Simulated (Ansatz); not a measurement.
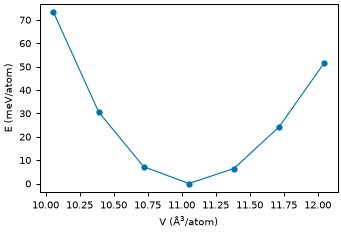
*Ni₃SnN (anti-perovskite, Pm-3m) under volume change, plane-wave PAW LDA (Ansatz code), scaled uniformly.*

Question: What does a third-order Birch–Murnaghan fit give for V₀, B₀ and B′?

Answer: V₀ = 11.05 Å³/atom, B₀ = 218 GPa, B′ = 4.9.

The workflow started from a Materials Project entry (that database holds measured and hypothetical structures alike); the Crystallography Open Database copy checked does not list it. Its standing as an ambient phase is unchecked. The cell was relaxed with LDA under the symmetry of its start. At this level the phase is dynamically unstable (imaginary phonons). No spin polarisation was allowed. Spin–orbit coupling is left out wherever it is not named.

Potentials: the later of the program's two PAW sets.
